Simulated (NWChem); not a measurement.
**C2HO (ethynyloxy radical): levels of theory compared**

We compute a comparison of 3 runs (UM06-2X/cc-pVTZ, UB3LYP/cc-pVTZ, UBHLYP/cc-pVTZ) of C2HO (ethynyloxy radical). 

The results are computed with NWChem 7.3.0.

## Step 1: Starting point

The species is C2HO (4 atoms), meant as a doublet with charge 0. SMILES: `C#C[O]`. The shape is that of a PBE0-D4/def2-TZVP optimisation.

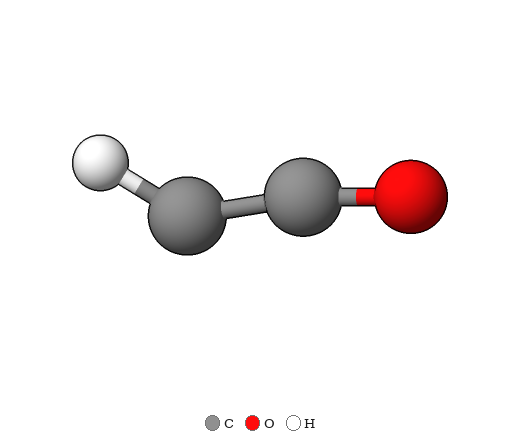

The structure, seen from a chosen angle (carbon grey, oxygen red, hydrogen white).

## Step 2: Energy and gradient at UM06-2X/cc-pVTZ (run 1)

input.nw

```
start input
memory 2200 mb
geometry units bohr noautosym nocenter noautoz
C   -1.06297095   0.41082646  -0.78952757
C    0.64685325  -0.74946538   0.49586414
O    2.01973928  -2.09098196   1.58132282
H   -1.49874179   2.31585937  -1.32583185
end
basis spherical bse
C library cc-pVTZ
O library cc-pVTZ
H library cc-pVTZ
end
dft
xc m06-2x
mult 2
grid fine
convergence energy 1e-08
iterations 100
mulliken
print low
end
task dft gradient
```

Run with:

```
$ nwchem input.nw > input.out
```

The log of the run:

```text
[...]
 d= 0,ls=0.0,diis     1   -151.8534279828 -2.04D+02  2.98D-03  1.35D-01     1.9
[...]
 d= 0,ls=0.0,diis    12   -151.9190773568 -7.60D-09  5.38D-07  2.23D-09    20.5
[...]
         Total DFT energy =     -151.919077356810
      One electron energy =     -309.409313588488
           Coulomb energy =      124.520824124604
    Exchange-Corr. energy =      -19.634897506946
 Nuclear repulsion energy =       52.604309614020
[...]
      Total Density - Mulliken Population Analysis
     ---------------------------------------------
    Atom       Charge   Shell Charges
 -----------   ------   -------------------------------------------------------
    1 C    6     6.39   1.96  0.19  0.83  0.50  0.82  1.37  0.68  0.01  0.03  0.00
    2 C    6     5.67   1.96  0.20  0.80  0.14  0.82  1.22  0.33  0.04  0.13  0.02
    3 O    8     8.18   1.95  0.25  1.01  0.56  1.27  2.05  1.05  0.01  0.03  0.00
    4 H    1     0.76   0.26  0.40  0.08  0.01  0.01  0.00
[...]
      <S2> =      0.7615 (Exact =     0.7500)
                         DFT ENERGY GRADIENTS
    atom               coordinates                        gradient
                 x          y          z           x          y          z
   1 C      -1.062971   0.410826  -0.789528   -0.001227  -0.002076  -0.000542
   2 C       0.646853  -0.749465   0.495864   -0.000126   0.001735  -0.000318
   3 O       2.019739  -2.090982   1.581323    0.001588  -0.002015   0.001321
   4 H      -1.498742   2.315859  -1.325832   -0.000235   0.002356  -0.000460
 Task  times  cpu:       27.1s     wall:       27.1s
 Total times  cpu:       27.1s     wall:       27.1s
```

Wall time 28 s (1 thread of Intel Xeon 6975P-C (Granite Rapids), shared host); peak memory 0.13 GiB.

## Step 3: Energy and gradient at UB3LYP/cc-pVTZ (run 2)

m1.xyz

```xyz
4
C2HO
C     -0.562500     0.217400    -0.417800
C      0.342300    -0.396600     0.262400
O      1.068800    -1.106500     0.836800
H     -0.793100     1.225500    -0.701600
```

run.py

```python
from ase.io import read
from ase.calculators.nwchem import NWChem

molecule = read('m1.xyz')

calc = NWChem(
    label='m1',
    theory='dft',
    memory='2200 mb',
    basis='cc-pVTZ',
    basispar='spherical bse',
    dft={'xc': 'b3lyp', 'mult': '2', 'grid': 'fine', 'convergence': 'energy 1e-08', 'iterations': '100', 'mulliken': None},
)
molecule.calc = calc

forces = molecule.get_forces()
print(f"energy = {molecule.get_potential_energy():.6f} eV")
print("forces (eV/A):")
for s, f in zip(molecule.symbols, forces):
    print(f"{s:2s} {f[0]:10.5f} {f[1]:10.5f} {f[2]:10.5f}")
```

Run with:

```
$ export ASE_NWCHEM_COMMAND="nwchem PREFIX.nwi > PREFIX.nwo"
$ python run.py
```

The log of the run:

```text
energy = -4135.761636 eV
forces (eV/A):
C    -0.02772    0.04618   -0.02448
C    -0.30210    0.33702   -0.24379
O     0.29305   -0.30010    0.23320
H     0.03672   -0.08315    0.03512
```

The calculator wrote m1.nwi:

```
title "m1"

permanent_dir m1

scratch_dir m1

start m1

geometry units angstrom nocenter noautosym noautoz
  C  -5.6250000000000000e-01 2.1740000000000001e-01 -4.1780000000000000e-01
  C  3.4229999999999999e-01 -3.9660000000000001e-01 2.6240000000000002e-01
  O  1.0688000000000000e+00 -1.1065000000000000e+00 8.3679999999999999e-01
  H  -7.9310000000000003e-01 1.2255000000000000e+00 -7.0160000000000000e-01
end

memory 2200 mb

basis spherical bse noprint
   * library cc-pVTZ
end

dft
  xc b3lyp
  mult 2
  grid fine
  convergence energy 1e-08
  iterations 100
  mulliken
end

task dft gradient
```

m1.nwo:

```text
Northwest Computational Chemistry Package (NWChem) 7.3.0
             --------------------------------------------------------

           Job information
           ---------------

    nwchem branch   = 7.3.0
    use scalapack   = T
    input           = m1.nwi
    prefix          = m1.
    data base       = m1/m1.db
    status          = startup
    nproc           =        1

           Memory information
           ------------------

    heap     =     72089596 doubles =      550.0 Mbytes
    stack    =     72089601 doubles =      550.0 Mbytes
    global   =    144179200 doubles =     1100.0 Mbytes (distinct from heap & stack)
    total    =    288358397 doubles =     2200.0 Mbytes
    verify   = yes
    hardfail = no

[... 107 lines left out ...]
          Convergence on energy requested:  1.00D-08
[... 26 lines left out ...]
          Convergence Information
[... 30 lines left out ...]
 1-e energy   =    -308.112457
[... 52 lines left out ...]
      One electron energy =     -309.578060356731
[... 8 lines left out ...]
                    DFT Final Alpha Molecular Orbital Analysis
[... 1596 lines left out ...]
          Convergence on gradient requested:  5.00D-04
[... 27 lines left out ...]
          total energy or number of iterations.
[... 26 lines left out ...]
                         DFT ENERGY GRADIENTS

    atom               coordinates                        gradient
                 x          y          z           x          y          z
   1 C      -1.062971   0.410826  -0.789528    0.000539  -0.000898   0.000476
   2 C       0.646853  -0.749465   0.495864    0.005875  -0.006554   0.004741
   3 O       2.019739  -2.090982   1.581323   -0.005699   0.005836  -0.004535
   4 H      -1.498742   2.315859  -1.325832   -0.000714   0.001617  -0.000683

                 ----------------------------------------
                 |  Time  |  1-e(secs)   |  2-e(secs)   |
                 ----------------------------------------
                 |  CPU   |       0.01   |       4.39   |
                 ----------------------------------------
                 |  WALL  |       0.01   |       4.39   |
                 ----------------------------------------

 Task  times  cpu:       24.0s     wall:       24.0s
 Total times  cpu:       24.0s     wall:       24.0s
```

It took 25 s on 1 thread of Intel Xeon 6975P-C (Granite Rapids), shared host; peak memory 0.13 GiB.

## Step 4: Energy and gradient at UBHLYP/cc-pVTZ (run 3)

c2ho.nw

```
start c2ho
memory stack 880 mb heap 220 mb global 1100 mb
geometry units angstroms noautosym nocenter noautoz
C     -0.562500     0.217400    -0.417800
C      0.342300    -0.396600     0.262400
O      1.068800    -1.106500     0.836800
H     -0.793100     1.225500    -0.701600
end
basis spherical bse
* library cc-pVTZ
end
dft
xc bhlyp
mult 2
grid fine
convergence energy 1e-08
maxiter 100
mulliken
end
task dft gradient
```

Run with:

```
$ nwchem c2ho.nw > c2ho.out
```

The log of the run:

```text
[...]
          Wavefunction type:  spin polarized.
          No. of atoms     :     4
          No. of electrons :    21
[...]
          Charge           :     0
          Spin multiplicity:     2
[...]
          AO basis - number of functions:   104
[...]
              XC Information
              --------------
                        BHLYP Method XC Functional
                     Hartree-Fock (Exact) Exchange  0.500
                        Slater Exchange Functional  0.500 local
                    Becke 1988 Exchange Functional  0.500 non-local
              Lee-Yang-Parr Correlation Functional  1.000
[...]
 d= 0,ls=0.0,diis     1   -151.8321192399 -2.04D+02  2.72D-03  1.30D-01     1.7
[...]
 d= 0,ls=0.0,diis    15   -151.8962630024 -3.70D-09  1.34D-07  3.30D-11    21.8
[...]
         Total DFT energy =     -151.896263002406
      One electron energy =     -309.478968676336
           Coulomb energy =      124.604202843567
    Exchange-Corr. energy =      -19.625810588450
 Nuclear repulsion energy =       52.604313418813
[...]
      Total Density - Mulliken Population Analysis
     ---------------------------------------------
    Atom       Charge   Shell Charges
 -----------   ------   -------------------------------------------------------
    1 C    6     6.35   1.96  0.18  0.82  0.43  0.82  1.40  0.68  0.01  0.03  0.00
    2 C    6     5.70   1.96  0.20  0.80  0.16  0.82  1.22  0.36  0.04  0.13  0.02
    3 O    8     8.16   1.95  0.25  1.02  0.53  1.27  2.06  1.05  0.01  0.03  0.00
    4 H    1     0.79   0.26  0.42  0.08  0.01  0.02  0.00
[...]
      <S2> =      0.7668 (Exact =     0.7500)
[...]
  wavefunction    = open shell
                         DFT ENERGY GRADIENTS
    atom               coordinates                        gradient
                 x          y          z           x          y          z
   1 C      -1.062971   0.410826  -0.789528   -0.008541  -0.000241  -0.005635
   2 C       0.646853  -0.749465   0.495864   -0.002969   0.006585  -0.002837
   3 O       2.019739  -2.090982   1.581323    0.013196  -0.013302   0.010492
   4 H      -1.498742   2.315859  -1.325832   -0.001686   0.006959  -0.002020
[...]
```

It took 28 s on 1 thread of Intel Xeon 6975P-C (Granite Rapids), shared host; peak memory 0.13 GiB.

## Step 5: Overview of the runs

```tsv
run	level	energy (Eh)	⟨S²⟩	largest force (eV/Å)	wall time
1	UM06-2X/cc-pVTZ	-151.919077	0.761	0.148	28 s
2	UB3LYP/cc-pVTZ	-151.986438	0.758	0.514	25 s
3	UBHLYP/cc-pVTZ	-151.896263	0.767	1.104	28 s
```

## Step 6: Outcome

```
                                 quantity          value
                      run 3: total energy  -151.89626 Eh
                     run 3: dipole moment         1.78 D
run 3: HOMO energy (highest over α and β)       -8.62 eV
 run 3: LUMO energy (lowest over α and β)       -3.04 eV
                              run 3: ⟨S²⟩          0.767
          run 3: largest force on an atom     1.104 eV/Å
```

Totals of different functionals can't be ranked against each other. All runs together took 80 s, the longest 28 s.
